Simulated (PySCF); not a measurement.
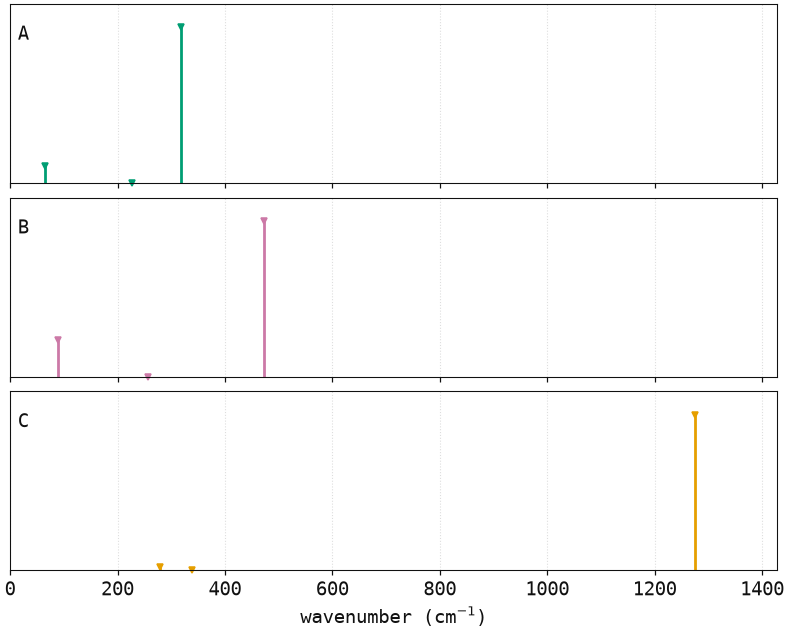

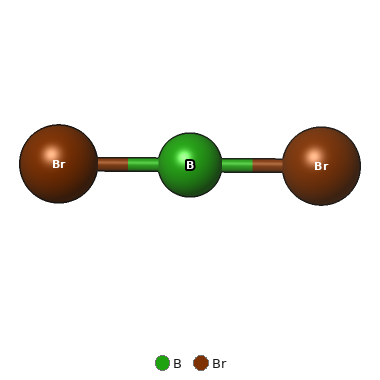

Harmonic infrared lines of BBr₂⁺, GaBr₂⁺ and TlBr₂⁺, all D∞h singlets, each the lowest point that its search found (BBr₂⁺ is drawn); the central atom changes down one group of the periodic table. PBE0/def2-TZVP (core potentials past Kr), PySCF, unscaled, no spin-orbit coupling; each panel is scaled to its strongest line, degenerate modes are one line with their intensities summed, and dots on the axis are modes too weak to show or inactive.

Which panel belongs to which molecule?

A: TlBr₂⁺ (strongest line 317.3 cm⁻¹); B: GaBr₂⁺ (strongest line 472.6 cm⁻¹); C: BBr₂⁺ (strongest line 1275.5 cm⁻¹).

How do the bond length and the stretches change along the series?

Mean bond length: BBr₂⁺ 1.761, GaBr₂⁺ 2.168, TlBr₂⁺ 2.387 Å, rising down the group. Highest σu+ mode: BBr₂⁺ 1275, GaBr₂⁺ 473, TlBr₂⁺ 317 cm⁻¹, falling down the group.

Give the modes by symmetry (cm⁻¹).

```csv
symmetry,BBr₂⁺,GaBr₂⁺,TlBr₂⁺
πu,278.6,89.5,65.6
σg+,339.0,256.6,227.0
σu+,1275.5,472.6,317.3
```

Caveats, for all or some of the runs: no scalar relativity; spin-orbit coupling is left out, and with Tl it can shift these values.
